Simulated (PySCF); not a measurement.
C$_{2}$H$_{7}$BO$_{2}$Si (SMILES C=C([SiH3])B(O)O)

The calculation's input:

```
{"job": {"kind": "uv", "xc": "CAM-B3LYP", "basis": "def2-SVPD", "nstates": 8, "ntriplets": 3}, "charge": 0, "multiplicity": 1}
C     -0.275296     1.662025    -0.393761
C     -0.181738     0.369600    -0.089281
Si    -1.711241    -0.715009     0.140371
B      1.193423    -0.373436     0.091503
O      1.125884    -1.711267     0.269957
O      2.421308     0.216288     0.089840
H     -1.225505     2.160644    -0.516252
H      0.592230     2.295241    -0.543732
H     -2.892444     0.146878    -0.013503
H     -1.709427    -1.302705     1.481557
H     -1.738502    -1.765063    -0.879649
H      1.972314    -2.146261     0.380988
H      2.424605     1.163552    -0.035765
```

Run with:

```sh
OMP_NUM_THREADS=1 python probes_run.py task.json out
```

Geometry: GFN2-xTB.

Method: CAM-B3LYP/def2-SVPD, SCF density, gas phase in PySCF.

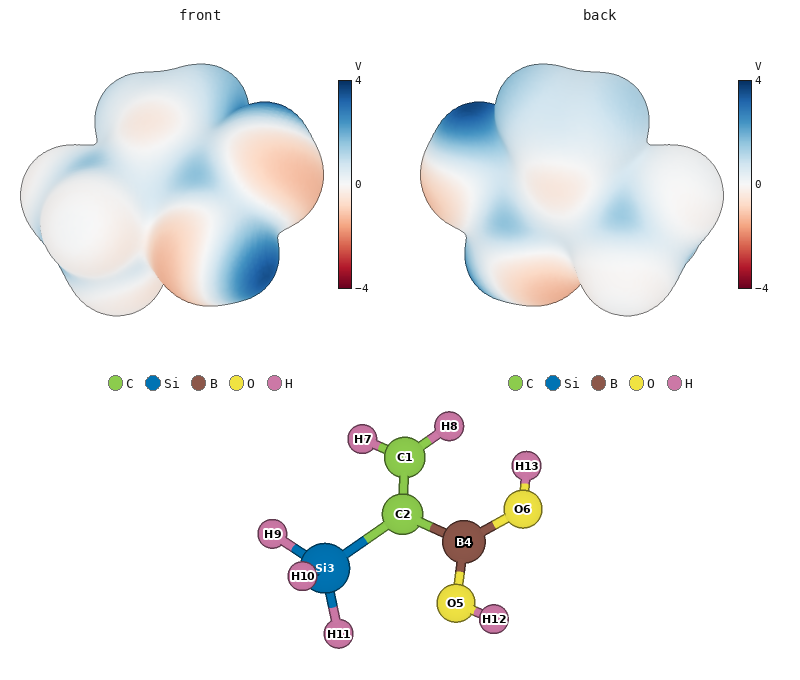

Figure 1. The molecular electrostatic potential painted on the density surface at 0.004 e/bohr³, seen from the front and from behind; red is negative and blue positive. The bare structure is drawn below in the same view.

**Describe the electrostatic potential map.**

The most negative region (about −1.3 V, or −30 kcal/mol for a unit charge) lies over O5, the most positive (about +3.5 V, or +81 kcal/mol for a unit charge) over H12 and H13. O5 is the likeliest acceptor of a hydrogen bond.

**How polar is the molecule by this calculation?**

Its dipole moment is 1.78 D.

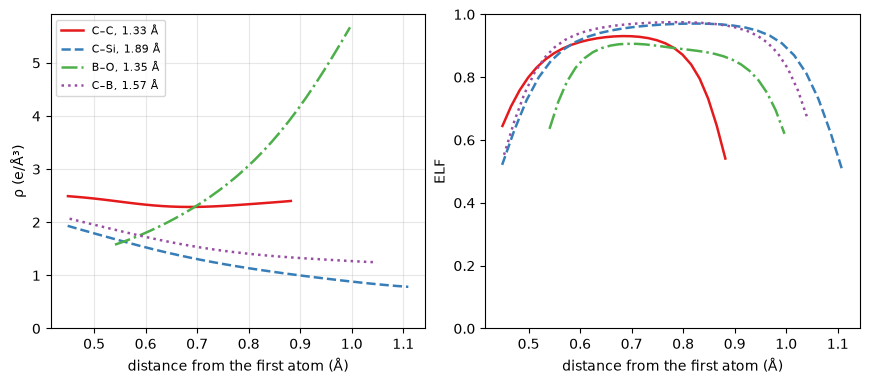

Figure 2. Total electron density and electron localisation function along straight lines between neighbouring atoms. The curves leave out the atomic cores.

**What can be read from the curves?**

C–C (1.33 Å): ρ is about 2.3 e/Å³ halfway; the ELF peaks at about 0.95 between the atoms (a multiple bond).
C–Si (1.89 Å): ρ is about 0.95 e/Å³ halfway; the ELF peaks at about 1 between the atoms; a shared electron pair.
B–O (1.35 Å): the density is about 2.2 e/Å³ at the midpoint; the ELF peaks at about 0.90 between the atoms: a polar covalent bond.
C–B (1.57 Å): ρ is about 1.4 e/Å³ halfway; the ELF peaks at about 1 between the atoms: localised, covalent bonding.
